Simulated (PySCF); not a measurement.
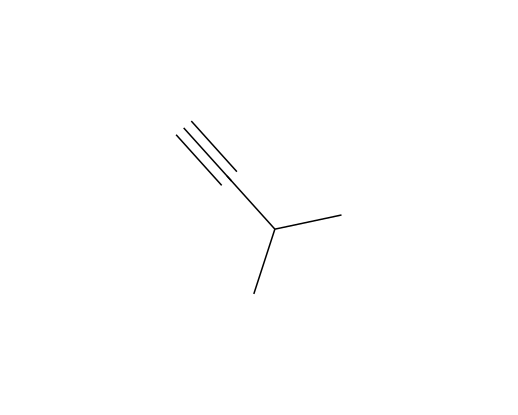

Structural formula above. The computed structure is the end point of a GFN2-xTB optimisation. No frequency run is at hand to confirm it as a minimum.

Describe the 3D structure.

It has 13 atoms: 5 carbon and 8 hydrogen (C5H8). SMILES: `C#CC(C)C`. It has no ring. Among its groups: alkyne. The point group is Cs. Coordination: 2 C linear; 3 C tetrahedral.

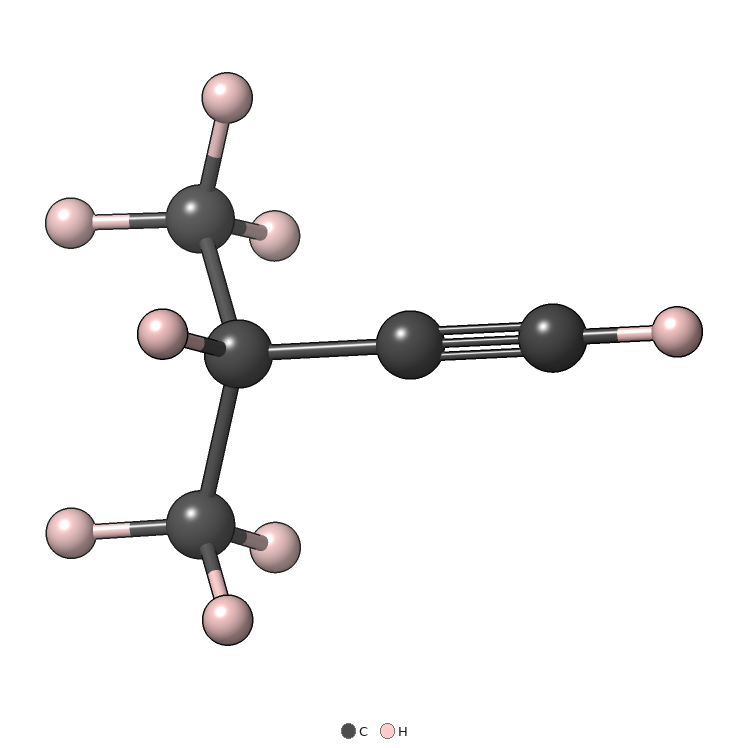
